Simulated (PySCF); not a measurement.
Run report: C6H8FNSi, excited-state calculation

- system: C6H8FNSi, SMILES Fc1cccnc1C[SiH3]
- method: TDDFT PBE0/def2-SVPD, vertical, gas phase, core orbitals frozen in the response (PySCF 2.14.0)

The geometry comes from this level: GFN2-xTB. It belongs to a series of runs on one base structure; here: PBE0/def2-SVPD; 12 states.

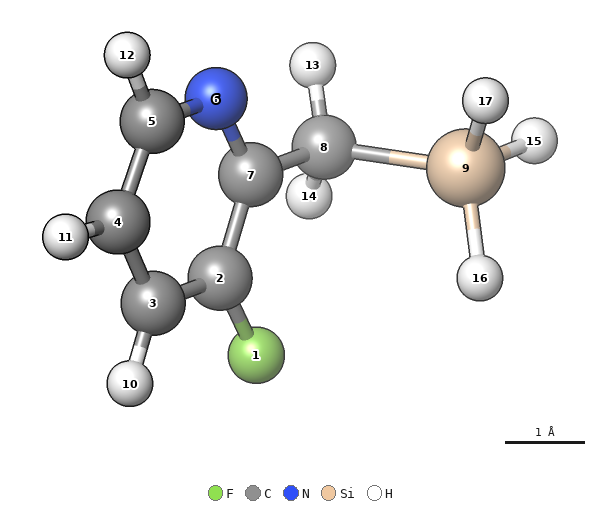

**Figure 1.** The structure as given in the input (ball-and-stick view, seen at a tilt; atoms are numbered from 1 in the order of the input).

Input file
```
{"job": {"kind": "uv", "xc": "PBE0", "basis": "def2-SVPD", "nstates": 12, "ntriplets": 2, "tda": false}, "charge": 0, "multiplicity": 1}
F     -0.172266    -2.241184    -0.104486
C     -0.723786    -1.004980    -0.097020
C     -2.030464    -0.849401     0.313982
C     -2.556457     0.435002     0.309371
C     -1.738429     1.471961    -0.106660
N     -0.488231     1.306118    -0.502268
C      0.039862     0.089295    -0.512487
C      1.451799    -0.063262    -0.929254
Si     2.588632    -0.072953     0.612482
H     -2.607709    -1.706643     0.625575
H     -3.572594     0.616865     0.620397
H     -2.096884     2.492545    -0.131139
H      1.722041     0.768004    -1.576983
H      1.581267    -0.995787    -1.476870
H      3.963973    -0.239014     0.140707
H      2.208519    -1.187512     1.480478
H      2.423730     1.192976     1.324264
```

The first line tells a small driver script what to run in PySCF; the rest is the geometry in Å.

Launched with:
```bash
OMP_NUM_THREADS=1 python <driver script> task.json out
```

The program's output
```
coarse grid: 15248 points
cycle   1  E = -676.4805695528  dE =  1.341e+00  |g| = 4.976e-01  |ddm| = 8.978e+00
cycle   2  E = -676.4383794785  dE =  4.219e-02  |g| = 6.847e-01  |ddm| = 3.783e+00
cycle   3  E = -676.5318332711  dE = -9.345e-02  |g| = 1.049e-01  |ddm| = 2.611e+00
cycle   4  E = -676.5340443763  dE = -2.211e-03  |g| = 5.030e-02  |ddm| = 4.485e-01
cycle   5  E = -676.5346744823  dE = -6.301e-04  |g| = 1.202e-02  |ddm| = 2.235e-01
cycle   6  E = -676.5347052084  dE = -3.073e-05  |g| = 4.122e-03  |ddm| = 4.398e-02
cycle   7  E = -676.5347088454  dE = -3.637e-06  |g| = 1.275e-03  |ddm| = 1.474e-02
final grid: 144752 points
cycle   8  E = -676.6209973754  dE = -3.115e-05  |g| = 7.837e-03  |ddm| = 1.808e-01
cycle   9  E = -676.6209828680  dE =  1.451e-05  |g| = 1.137e-02  |ddm| = 5.761e-02
cycle  10  E = -676.6210120072  dE = -2.914e-05  |g| = 1.676e-03  |ddm| = 3.776e-02
cycle  11  E = -676.6210126858  dE = -6.786e-07  |g| = 3.716e-04  |ddm| = 6.195e-03
cycle  12  E = -676.6210127166  dE = -3.083e-08  |g| = 1.421e-04  |ddm| = 1.912e-03
cycle  13  E = -676.6210127206  dE = -4.004e-09  |g| = 2.781e-05  |ddm| = 3.677e-04
cycle  14  E = -676.6210127208  dE = -1.530e-10  |g| = 1.247e-05  |ddm| = 1.165e-04
```

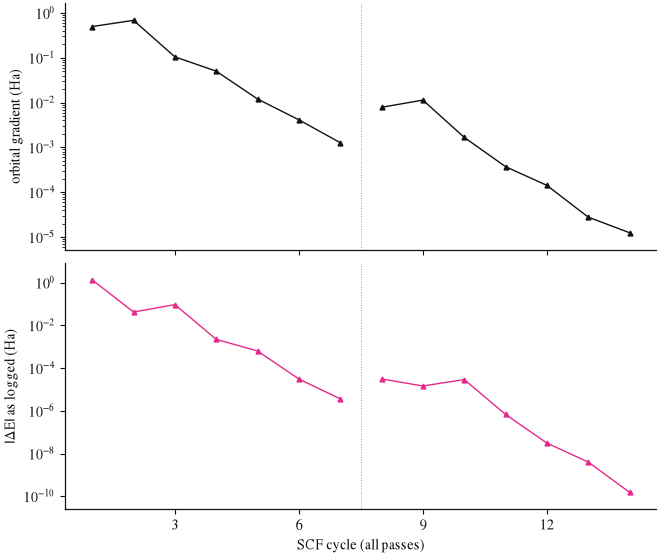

**Figure 2.** Convergence of the self-consistent field: orbital gradient and size of the energy change against the SCF cycle. The dotted line marks the change from a coarse to the final integration grid. The first 7 cycles use a coarse grid, the final grid takes over at cycle 8, and the field converges after 14 cycles in all.

```
converged SCF energy = -676.6210127208

Static polarisability (au): isotropic 103.137, principal 74.763 100.225 134.421

Singlet excitations
state   eV       nm        f      main configurations
  1   4.9306    251.5   0.00833   H-1->L 0.93
  2   5.2290    237.1   0.12232   H->L 0.81, H-2->L+1 0.11
  3   5.4480    227.6   0.00325   H-1->L+1 0.95
  4   6.0731    204.2   0.13795   H->L+1 0.76, H-2->L 0.18
  5   6.6825    185.5   0.00988   H->L+2 0.96
  6   6.9435    178.6   0.15001   H-2->L 0.51, H-1->L+2 0.17, H->L+1 0.14
  7   7.1166    174.2   0.08398   H->L+3 0.48, H->L+4 0.32, H-2->L+1 0.12
  8   7.1747    172.8   0.44447   H-2->L+1 0.48, H->L+4 0.20, H-2->L 0.11
  9   7.2030    172.1   0.06596   H-1->L+2 0.76
 10   7.3970    167.6   0.01934   H->L+3 0.43, H->L+4 0.42
 11   7.6109    162.9   0.01654   H-3->L 0.87
 12   7.6420    162.2   0.00489   H-1->L+3 0.53, H-1->L+4 0.27

Triplet excitations (Tamm-Dancoff, eV): 4.1186 4.2002
```

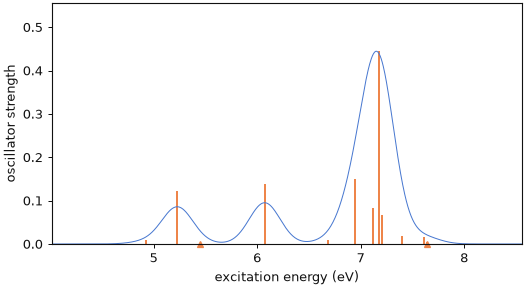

**Figure 3.** Computed excitations as sticks (degenerate states added up, dark ones marked on the axis), with a Gaussian envelope of 0.35 eV full width at half maximum, scaled to the tallest. Of the 12 states the lowest lies at 4.93 eV (f = 0.008); the strongest line is at 7.17 eV, or 173 nm (f = 0.444).

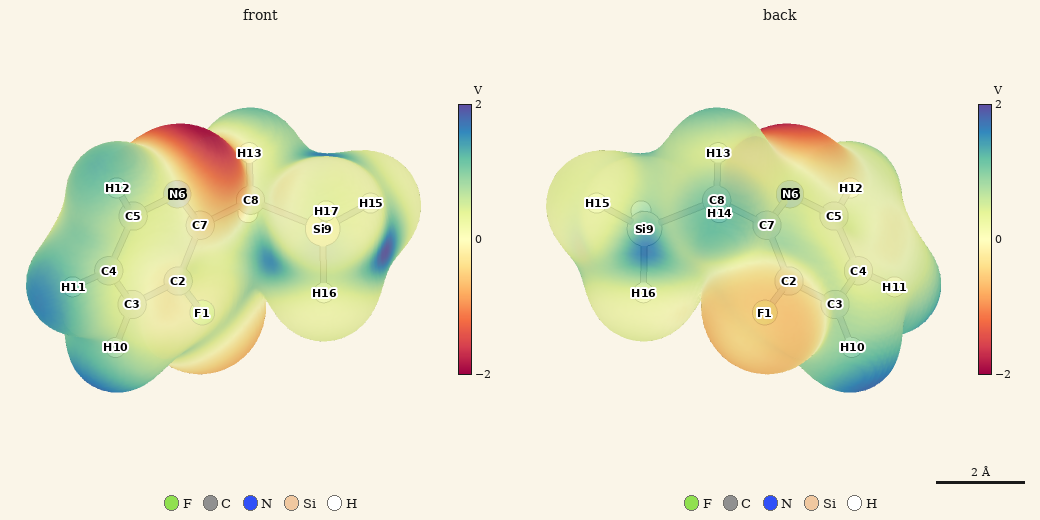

**Figure 4.** The molecular electrostatic potential painted on the density surface at 0.004 e/bohr³, seen at a tilt and from behind; the colour scale runs from red (negative) to blue (positive).

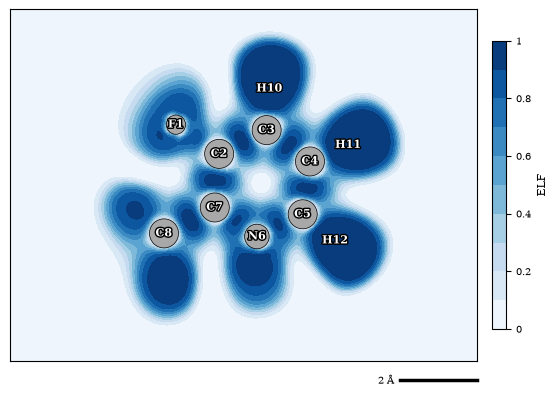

**Figure 5.** ELF on the plane of atoms F1, C2 and C7. Grey discs, where drawn, cover atomic cores. The section cuts through F, C, N and H sites. C–N (1.32 Å): the ELF peaks at about 0.95 between the atoms, which marks localised, shared-pair bonding. C–C (1.38 Å): the ELF peaks at about 0.95 between the atoms, which marks a shared electron pair. C–H (1.08 Å): the ELF climbs to about 1 towards the hydrogen, as it does in any bond to H; a covalent bond by its length. C–C (1.48 Å): the ELF peaks at about 0.95 between the atoms (a shared electron pair).

Results in brief

| quantity | value |
| --- | --- |
| outcome | converged |
| total energy | −676.621013 hartree |
| HOMO | −7.22 eV |
| LUMO | −1.03 eV |
| dipole moment | 1.40 D |
| mean polarisability | 103.14 a.u. |
| lowest singlet excitation | 4.93 eV |
| hardware | 1 CPU thread, shared host |
| wall time | 3.1 min |
| peak memory | 1 GiB |

Remarks

Settings chosen away from the usual ones: PBE0/def2-SVPD; 12 states.
